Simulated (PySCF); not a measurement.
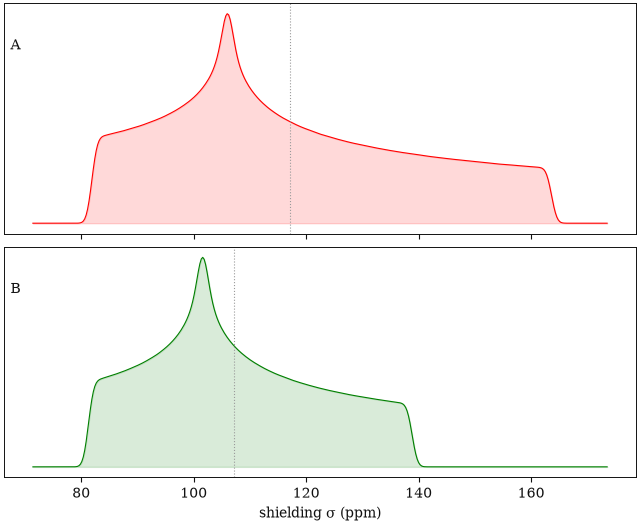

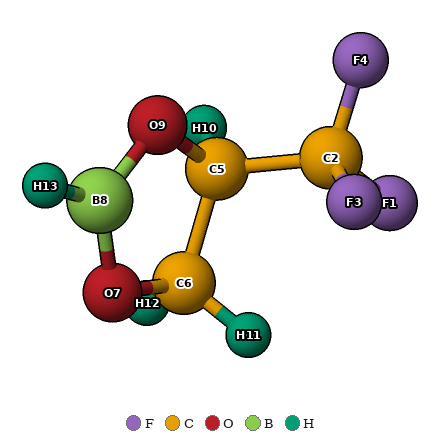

Static powder patterns (¹³C) from GIAO shielding tensors of C₃H₄BF₃O₂, SMILES FC(F)(F)[C@H]1COBO1, PBE0/pcSseg-1 in PySCF 2.14.0, at a GFN2-xTB geometry (no frequency check); absolute shielding, one fixed geometry of the isolated molecule without any motion, no dipolar terms. The dotted line is the isotropic value; skew is 3(σiso − σ22)/span.

The panels belong to C5 and C6. Which is which?

panel A: C6, σ11, σ22, σ33 = 82, 106, 164 ppm, isotropic 117, span 82 ppm, skew 0.41; panel B: C5, σ11, σ22, σ33 = 81, 102, 139 ppm, isotropic 107, span 58 ppm, skew 0.29.

Note: the tight-binding geometry is rougher than a DFT one and adds to the error; one conformer of a flexible molecule.
